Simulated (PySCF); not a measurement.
```xyz
21

C     3.0397    0.4783    0.2433
C     1.7050   -0.1387    0.6287
C     0.5460    0.3717   -0.2207
P    -1.0676   -0.2160    0.3800
C    -1.2816   -1.9128   -0.2134
O    -1.2438   -0.0315    1.8669
C    -2.3358    0.8359   -0.4374
O    -2.4174    1.9981    0.3285
H     3.0134    1.5751    0.3438
H     3.3048    0.2483   -0.8012
H     3.8526    0.1045    0.8836
H     1.7689   -1.2379    0.5477
H     1.4719    0.0720    1.6849
H     0.6655    0.1124   -1.2870
H     0.4785    1.4720   -0.1593
H    -2.2504   -2.2886    0.1456
H    -0.4880   -2.5477    0.2063
H    -1.2464   -1.9638   -1.3119
H    -2.0568    1.0885   -1.4740
H    -3.2893    0.2683   -0.4765
H    -2.2795    1.7071    1.2493
```

Geometry: PBE0-D3(BJ)/def2-SVP.

These are results of PBE0/pcSseg-1, SCF density, gas phase, non-relativistic (PySCF), not measurements.

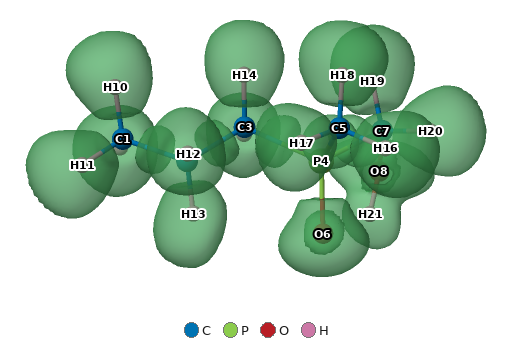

C5H13O2P. Isosurface of the ELF at 0.75 (green), seen from one side. Core shells and regions of very low density are left out.

Question: Where are the electrons localised?

Answer: The ELF exceeds this value in two regions between bonded C–C atoms (shared pairs), three regions between bonded C–P atoms (shared pairs), twelve regions around hydrogen nuclei, one region wrapped around O (its lone pairs, merged into a ring or cap) and one joined region spread over several atoms (H, O), in which their bonds and any lone pairs are merged.

Values along the shortest contacts:
C–O (1.39 Å): the ELF peaks at about 0.90 between the atoms: a shared but strongly polarised pair. P–O (1.51 Å): the ELF peaks at about 0.80 between the atoms; a short, strongly polar bond.
